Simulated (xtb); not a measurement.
# Run report: CH4F2OSi, frequency calculation

- system: CH4F2OSi
- method: GFN1-xTB (xtb 6.7.1)

The geometry was optimised with GFN1-xTB.

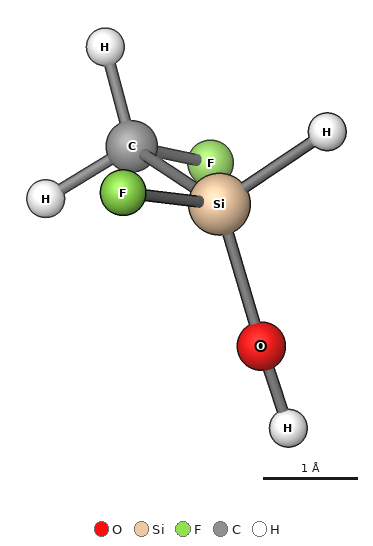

*The input geometry (ball-and-stick view, seen at a tilt).*

Bond lengths as drawn: C–F 1.40 Å, C–H 1.10 Å, C–Si 1.92 Å, F–Si 1.59 Å, H–O 0.95 Å, H–Si 1.44 Å and O–Si 1.59 Å.

Input (coord)
```
$coord
     -1.018883634614      2.790823129892      1.494206446742  o
      0.908240170018      0.510944149576      1.090315282125  si
      3.595203952101      1.550539182517      0.230357614592  f
     -0.243245546762     -1.634310741621     -1.603092466043  c
     -2.676853747316     -2.451371626126     -0.994449475823  f
     -2.303897399360      4.017897891657      1.705080984989  h
      1.300037087436     -0.724766660578      3.475848850069  h
      0.853853852151     -3.364581775851     -1.944887230204  h
     -0.414416939130     -0.695173549466     -3.453380006447  h
$end
```

File input.inp
```
$chrg 0
$spin 0
$hess
   step=0.001
$end
```

Launch command:
```bash
xtb coord --gfn 1 --input input.inp --hess > out.txt
```

The program's output
```
* xtb version 6.7.1
   ID    Z sym.   atoms
    1    8 o      1
    2   14 si     2
    3    9 f      3, 5
    4    6 c      4
    5    1 h      6-9

           -------------------------------------------------
          |                Calculation Setup                |
           -------------------------------------------------

          program call               : xtb coord --gfn 1 --input input.inp --hess
          coordinate file            : coord
          omp threads                :                     1

           -------------------------------------------------
          |                 G F N 1 - x T B                 |
           -------------------------------------------------

      * Hamiltonian:
        H0-scaling (s, p, d)           1.850000    2.250000    2.000000
        zeta-weighting                 0.000000
      * Dispersion:
        s8                             2.400000
        a1                             0.630000
        a2                             5.000000
        s9                             0.000000
      * Repulsion:
        kExp                           1.500000
        rExp                           1.000000
      * Coulomb:
        alpha                          2.000000
        third order                    atomic
        anisotropic                    false
      * Halogen bond correction:
        rad-scale                      1.300000
        damping                        0.440000

          ...................................................
          :                      SETUP                      :
          :.................................................:
          :  # basis functions                  34          :
          :  # atomic orbitals                  33          :
          :  # shells                           19          :
          :  # electrons                        32          :
          :  # halogen bonds                     0          :
          :  max. iterations                   250          :
          :  Hamiltonian                  GFN1-xTB          :
          :  restarted?                      false          :
          :  GBSA solvation                  false          :
          :  PC potential                    false          :
          :  electronic temp.          300.0000000     K    :
          :  accuracy                    1.0000000          :
          :  -> integral cutoff          0.2500000E+02      :
          :  -> integral neglect         0.1000000E-07      :
          :  -> SCF convergence          0.1000000E-05 Eh   :
          :  -> wf. convergence          0.2000000E-04 e    :
          :  Broyden damping             0.4000000          :
          :  net charge                          0          :
          :  unpaired electrons                  0          :
          ...................................................

 iter      E             dE          RMSdq      gap      omega  full diag
   1    -21.3696161 -0.213696E+02  0.716E+00    7.63       0.0  T
   2    -21.3797808 -0.101647E-01  0.426E+00    7.73       1.0  T
   3    -21.3781796  0.160119E-02  0.552E-01    7.39       1.0  T
   4    -21.3806718 -0.249223E-02  0.223E-01    7.47       1.0  T
   5    -21.3812092 -0.537372E-03  0.554E-02    7.49       1.0  T
   6    -21.3812139 -0.465675E-05  0.958E-03    7.51       3.5  T
   7    -21.3812143 -0.448007E-06  0.357E-03    7.51       9.3  T
   8    -21.3812144 -0.112987E-06  0.783E-04    7.51      42.5  T
   9    -21.3812144 -0.427846E-08  0.926E-05    7.51     360.0  T
  10    -21.3812144 -0.757368E-10  0.123E-05    7.51    2702.2  T

   *** convergence criteria satisfied after 10 iterations ***

         #    Occupation            Energy/Eh            Energy/eV
      -------------------------------------------------------------
         1        2.0000           -0.8302959             -22.5935
       ...           ...                  ...                  ...
        10        2.0000           -0.5471547             -14.8888
        11        2.0000           -0.5393707             -14.6770
        12        2.0000           -0.5302470             -14.4288
        13        2.0000           -0.5233783             -14.2418
        14        2.0000           -0.4917622             -13.3815
        15        2.0000           -0.4671501             -12.7118
        16        2.0000           -0.4256437             -11.5824 (HOMO)
        17                         -0.1495737              -4.0701 (LUMO)
        18                         -0.1426079              -3.8806
        19                         -0.1285061              -3.4968
        20                         -0.0976865              -2.6582
        21                         -0.0559909              -1.5236
       ...                                ...                  ...
        33                          1.5231296              41.4465
      -------------------------------------------------------------
                  HL-Gap            0.2760700 Eh            7.5122 eV
             Fermi-level           -0.2876087 Eh           -7.8262 eV

 SCC (total)                   0 d,  0 h,  0 min,  0.005 sec
 SCC setup                      ...        0 min,  0.000 sec (  1.026%)
 Dispersion                     ...        0 min,  0.000 sec (  0.449%)
 classical contributions        ...        0 min,  0.000 sec (  0.201%)
 integral evaluation            ...        0 min,  0.001 sec ( 24.795%)
 iterations                     ...        0 min,  0.001 sec ( 28.153%)
 molecular gradient             ...        0 min,  0.002 sec ( 43.864%)
 printout                       ...        0 min,  0.000 sec (  1.411%)

         :::::::::::::::::::::::::::::::::::::::::::::::::::::
         ::                     SUMMARY                     ::
         :::::::::::::::::::::::::::::::::::::::::::::::::::::
         :: total energy             -21.271798810149 Eh    ::
         :: gradient norm              0.000098140341 Eh/a0 ::
         :: HOMO-LUMO gap              7.512247657254 eV    ::
         ::.................................................::
         :: SCC energy               -21.381214438444 Eh    ::
         :: -> electrostatic           0.064579949549 Eh    ::
         :: repulsion energy           0.111693888463 Eh    ::
         :: dispersion energy         -0.002278260168 Eh    ::
         :: halogen bond corr.         0.000000000000 Eh    ::
         :: add. restraining           0.000000000000 Eh    ::
         :: total charge              -0.000000000000 e     ::
         :::::::::::::::::::::::::::::::::::::::::::::::::::::

           -------------------------------------------------
          |                Numerical Hessian                |
           -------------------------------------------------
step length          :   0.00100
SCC accuracy         :   0.30000
Hessian scale factor :   1.00000
frozen atoms in %    :   0.00000    0
RMS gradient         :   0.00010
estimated CPU  time      0.00 min

writing file <hessian>.

 projected vibrational frequencies (cm⁻¹)
eigval :       -0.00    -0.00     0.00     0.00     0.00     0.00
eigval :       53.70    99.65   230.26   244.68   291.82   372.50
eigval :      384.59   622.42   658.87   717.20   777.12   800.95
eigval :      971.14  1019.91  1201.91  1280.12  1442.35  2288.18
eigval :     2928.94  2960.45  3823.42
           -------------------------------------------------
          |                Property Printout                |
           -------------------------------------------------

    * Orbital Energies and Occupations

         #    Occupation            Energy/Eh            Energy/eV
      -------------------------------------------------------------
         1        2.0000           -0.8302961             -22.5935
       ...           ...                  ...                  ...
         4        2.0000           -0.6577033             -17.8970
         5        2.0000           -0.6176579             -16.8073
         6        2.0000           -0.5702897             -15.5184
         7        2.0000           -0.5663223             -15.4104
         8        2.0000           -0.5635182             -15.3341
         9        2.0000           -0.5490572             -14.9406
        10        2.0000           -0.5471543             -14.8888
        11        2.0000           -0.5393708             -14.6770
        12        2.0000           -0.5302471             -14.4288
        13        2.0000           -0.5233781             -14.2418
        14        2.0000           -0.4917623             -13.3815
        15        2.0000           -0.4671497             -12.7118
        16        2.0000           -0.4256434             -11.5823 (HOMO)
        17                         -0.1495738              -4.0701 (LUMO)
        18                         -0.1426080              -3.8806
        19                         -0.1285059              -3.4968
        20                         -0.0976864              -2.6582
        21                         -0.0559910              -1.5236
        22                         -0.0486087              -1.3227
        23                         -0.0313656              -0.8535
        24                          0.0152150               0.4140
        25                          0.1027905               2.7971
        26                          0.1503787               4.0920
        27                          0.2017678               5.4904
       ...                                ...                  ...
        33                          1.5231294              41.4465
      -------------------------------------------------------------
                  HL-Gap            0.2760697 Eh            7.5122 eV
             Fermi-level           -0.2876086 Eh           -7.8262 eV

  Mulliken/CM5 charges         n(s)   n(p)   n(d)
     1o    -0.47942 -0.66006   1.618  4.862  0.000
     2si    0.50385  0.34342   1.052  1.421  1.023
     3f    -0.24647 -0.22544   1.763  5.483  0.000
     4c     0.12596  0.08137   1.030  2.844  0.000
     5f    -0.30407 -0.32858   1.831  5.473  0.000
     6h     0.37624  0.55503   0.624  0.000  0.000
     7h    -0.03383  0.06231   1.034  0.000  0.000
     8h     0.02504  0.08191   0.975  0.000  0.000
     9h     0.03270  0.09003   0.967  0.000  0.000

Wiberg/Mayer (AO) data.
largest (>0.10) Wiberg bond orders for each atom

 ---------------------------------------------------------------------------
     #   Z sym  total        # sym  WBO       # sym  WBO       # sym  WBO
 ---------------------------------------------------------------------------
     1   8 o    2.325 --     2 si   1.450     6 h    0.831
     2  14 si   4.720 --     1 o    1.450     3 f    1.242     4 c    0.958
                             7 h    0.934
     3   9 f    1.297 --     2 si   1.242
     4   6 c    3.807 --     2 si   0.958     8 h    0.958     9 h    0.948
                             5 f    0.875
     5   9 f    0.988 --     4 c    0.875
     6   1 h    0.859 --     1 o    0.831
     7   1 h    0.996 --     2 si   0.934
     8   1 h    1.016 --     4 c    0.958
     9   1 h    1.016 --     4 c    0.948
 ---------------------------------------------------------------------------

Topologies differ in total number of bonds
Writing topology from bond orders to xtbtopo.mol

 dipole moment from electron density (au)
     X       Y       Z
  -0.2519   0.6013   0.0161  total (Debye):    1.658

           -------------------------------------------------
          |               Frequency Printout                |
           -------------------------------------------------
 projected vibrational frequencies (cm⁻¹)
eigval :       -0.00    -0.00     0.00     0.00     0.00     0.00
eigval :       53.70    99.65   230.26   244.68   291.82   372.50
eigval :      384.59   622.42   658.87   717.20   777.12   800.95
eigval :      971.14  1019.91  1201.91  1280.12  1442.35  2288.18
eigval :     2928.94  2960.45  3823.42
 reduced masses (amu)
Molecule has no symmetry elements
It seems to be the C1 point group
   1: 20.56   2: 18.43   3: 14.29   4: 19.36   5: 16.77   6: 17.96   7: 13.62   8: 17.69
   9: 15.38  10: 16.99  11: 20.07  12:  2.72  13:  2.69  14:  4.82  15: 15.35  16:  3.02
  17:  4.23  18: 21.00  19: 19.94  20: 14.52  21:  2.30  22:  3.62  23:  1.77  24:  1.83
  25:  1.69  26:  1.81  27:  1.95
 IR intensities (km·mol⁻¹)
   1:  0.01   2:  0.25   3:  0.96   4:  0.02   5:  0.39   6:  0.18   7: 10.62   8: 11.90
   9: 20.23  10: 11.82  11: 66.21  12:175.80  13:239.18  14: 72.94  15:112.39  16:104.95
  17:160.68  18:207.98  19:216.50  20: 80.28  21: 20.27  22:  3.85  23: 10.39  24:148.88
  25: 24.30  26: 29.26  27:124.02
 Raman intensities (Ä⁴*amu⁻¹)
   1:  0.00   2:  0.00   3:  0.00   4:  0.00   5:  0.00   6:  0.00   7:  0.00   8:  0.00
   9:  0.00  10:  0.00  11:  0.00  12:  0.00  13:  0.00  14:  0.00  15:  0.00  16:  0.00
  17:  0.00  18:  0.00  19:  0.00  20:  0.00  21:  0.00  22:  0.00  23:  0.00  24:  0.00
  25:  0.00  26:  0.00  27:  0.00
 output can be read by thermo (or use thermo option).
 writing <g98.out> molden fake output.
 recommended (thermochemical) frequency scaling factor: 1.0
           -------------------------------------------------
          |             Thermodynamic Functions             |
           -------------------------------------------------

c1  symmetry found (for desy threshold:  0.10E+00) used in thermo

          ...................................................
          :                      SETUP                      :
          :.................................................:
          :  # frequencies                          21      :
          :  # imaginary freq.                       0      :
          :  linear?                             false      :
          :  only rotor calc.                    false      :
          :  symmetry                               c1      :
          :  rotational number                       1      :
          :  scaling factor                  1.0000000      :
          :  rotor cutoff                   50.0000000 cm⁻¹ :
          :  imag. cutoff                  -20.0000000 cm⁻¹ :
          :.................................................:

    mode    ω/cm⁻¹     T·S(HO)/kcal·mol⁻¹    T·S(FR)/kcal·mol⁻¹   T·S(vib)
   ------------------------------------------------------------------------
       1     53.70    -1.39424 ( 57.09%)    -1.03487 ( 42.91%)    -1.24003
       2     99.65    -1.03192 ( 94.04%)    -0.85195 (  5.96%)    -1.02120
       3    230.26    -0.55959 ( 99.78%)    -0.60400 (  0.22%)    -0.55969
       4    244.68    -0.52730 ( 99.83%)    -0.58602 (  0.17%)    -0.52740
       5    291.82    -0.43630 ( 99.91%)    -0.53384 (  0.09%)    -0.43638
   ------------------------------------------------------------------------

   temp. (K)  partition function   enthalpy   heat capacity  entropy
                                   cal/mol     cal/K/mol   cal/K/mol   J/K/mol
 298.15  VIB   56.3                 2711.912     16.983     16.554
         ROT  0.147E+06              888.752      2.981     26.628
         INT  0.829E+07             3600.664     19.964     43.182
         TR   0.940E+27             1481.254      4.968     39.644
         TOT                        5081.9182    24.9325    82.8255   346.5417

       T/K    H(0)-H(T)+PV         H(T)/Eh          T*S/Eh         G(T)/Eh
   ------------------------------------------------------------------------
    298.15    0.809855E-02    0.608841E-01    0.393530E-01    0.215311E-01
   ------------------------------------------------------------------------

         :::::::::::::::::::::::::::::::::::::::::::::::::::::
         ::                  THERMODYNAMIC                  ::
         :::::::::::::::::::::::::::::::::::::::::::::::::::::
         :: total free energy         -21.250267741048 Eh   ::
         ::.................................................::
         :: total energy              -21.271798810151 Eh   ::
         :: zero point energy           0.052785563721 Eh   ::
         :: G(RRHO) w/o ZPVE           -0.031254494618 Eh   ::
         :: G(RRHO) contrib.            0.021531069104 Eh   ::
         :::::::::::::::::::::::::::::::::::::::::::::::::::::

           -------------------------------------------------
          | TOTAL ENERGY              -21.271798810151 Eh   |
          | TOTAL ENTHALPY            -21.210914694206 Eh   |
          | TOTAL FREE ENERGY         -21.250267741048 Eh   |
          | GRADIENT NORM               0.000098116524 Eh/α |
          | HOMO-LUMO GAP               7.512237784719 eV   |
           -------------------------------------------------

------------------------------------------------------------------------
------------------------------------------------------------------------
 total:
 *  cpu-time:     0 d,  0 h,  0 min,  0.245 sec
 * ratio c/w:     1.000 speedup
 SCF:
 *  cpu-time:     0 d,  0 h,  0 min,  0.005 sec
 * ratio c/w:     1.000 speedup
 analytical hessian:
 *  cpu-time:     0 d,  0 h,  0 min,  0.235 sec
 * ratio c/w:     1.000 speedup
```

File vibspectrum
```
$vibrational spectrum
#  mode     symmetry     wave number   IR intensity    selection rules
#                         cm**(-1)      (km*mol⁻¹)        IR
     1                      -0.00         0.00000          -
     2                      -0.00         0.00000          -
     3                       0.00         0.00000          -
     4                       0.00         0.00000          -
     5                       0.00         0.00000          -
     6                       0.00         0.00000          -
     7        a             53.70        10.62424         YES
     8        a             99.65        11.89680         YES
     9        a            230.26        20.22737         YES
    10        a            244.68        11.82230         YES
    11        a            291.82        66.20687         YES
    12        a            372.50       175.80431         YES
    13        a            384.59       239.18089         YES
    14        a            622.42        72.93722         YES
    15        a            658.87       112.38649         YES
    16        a            717.20       104.95071         YES
    17        a            777.12       160.68437         YES
    18        a            800.95       207.97712         YES
    19        a            971.14       216.49914         YES
    20        a           1019.91        80.28355         YES
    21        a           1201.91        20.27096         YES
    22        a           1280.12         3.85135         YES
    23        a           1442.35        10.39219         YES
    24        a           2288.18       148.87648         YES
    25        a           2928.94        24.29809         YES
    26        a           2960.45        29.26468         YES
    27        a           3823.42       124.02051         YES
$end
```

Standard error
```
normal termination of xtb
```

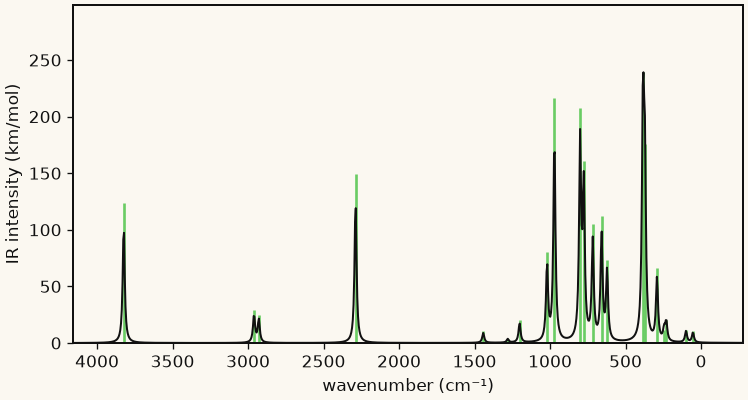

*Harmonic infrared spectrum, unscaled: sticks (degenerate modes added up, dark ones marked on the axis) with a Lorentzian envelope of 16 cm⁻¹ full width, scaled to the tallest stick.*

21 modes from 54 to 3823 cm⁻¹, none imaginary. The strongest line is at 385 cm⁻¹ (239 km/mol).

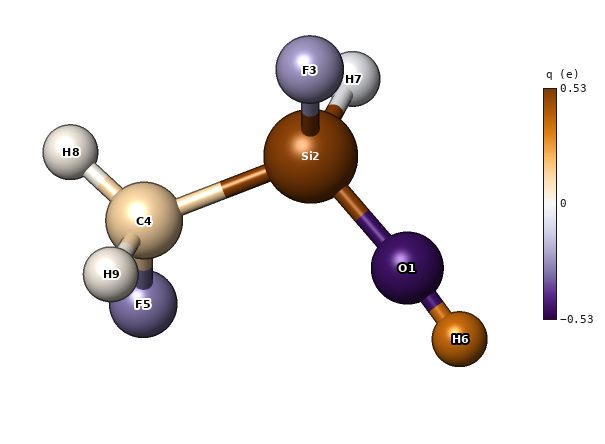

*Mulliken charges, as the colour of each atom (ball-and-stick view, seen at a tilt; atoms are numbered from 1 in the order of the input).*

By element: O −0.48, Si +0.50, F −0.30 to −0.25, C +0.13 and H −0.03 to +0.38 e.

Summary

```tsv
quantity	value
outcome	converged
electrons treated	32
total energy	−21.271799 hartree
dispersion energy	−0.002278 hartree
basis functions	34
HOMO	−11.58 eV
LUMO	−4.07 eV
zero-point energy	0.052786 hartree
dipole moment	1.66 D
wavenumbers, lowest and highest	54 and 3823 cm⁻¹
hardware	1 thread of Intel Xeon (Granite Rapids), 64 GiB of memory available, shared host
peak memory	0.071 GiB
```

Notes

Settings chosen away from the usual ones: method = gfn1-xtb; task = frequencies; x = {"hess_step": 0.001}; geo = {"prev": "A"}.
